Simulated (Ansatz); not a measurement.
**Fields on a plane of Rb (bcc, W type)**

```xyz
1
Lattice="-2.7875 2.7875 2.7875 2.7875 -2.7875 2.7875 2.7875 2.7875 -2.7875" Properties=species:S:1:pos:R:3 pbc="T T T"
Rb     0.0000     0.0000     0.0000
```

The slice is a {211} plane (indices of the conventional cell) through the point (0.000, 0.000, 0.000) (fractional), spanned by u = [111] and v = [1 0 -1] in vectors of this cell: u (4.83 Å) and v (7.88 Å, at 90° to u). It covers one period; positions are fractions (u, v).

Atoms on it: Rb at (0.00, 0.00).

Calculation: PBEsol (plane waves to 420 eV, PAW, scalar-relativistic; Ansatz, an electronic-structure program). k mesh 12×12×12. Inside the PAW spheres the values are not all-electron values, and peaks at nuclei hang on which shells count as valence. Rb was relaxed with its symmetry unable to fall. The PAW data are Ansatz's earlier set.

```
|x89600100698|
|998200200289|
|762001310026|
|000013431000|
|000134543100|
|122344444322|
|444333333344|
|443222222234|
|432111111123|
|432111111123|
|432111111123|
|443222222234|
|444333333344|
|122344444322|
|000134543100|
|000013431000|
|762001310026|
|998200200289|
|x89600100698|
|xx970010079x|
```
Scale: ten equal steps from 0.04 (start of '0') to 0.87 (end of '9'), in the order '0123456789'. Values: electron localisation function (ELF). The map has 12 points along u (one character each, u = 0 at the left) and 20 along v (v = 0 in the bottom row). Points within 0.5 Å of a nucleus are blanked (x), as the pseudised field means little there.

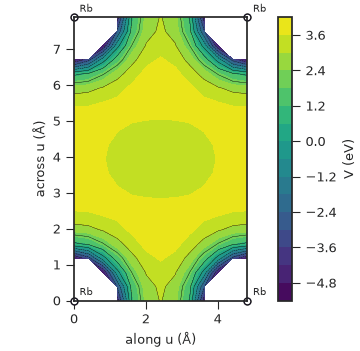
Figure. Electrostatic potential energy of an electron, from the cell's mean, in eV, one period of the plane, atoms marked. Points within 1 Å of a nucleus are left white, as the pseudised field means little there. Values under -5 eV are set to -5. The zero, the cell's mean, hangs on the PAW cores.
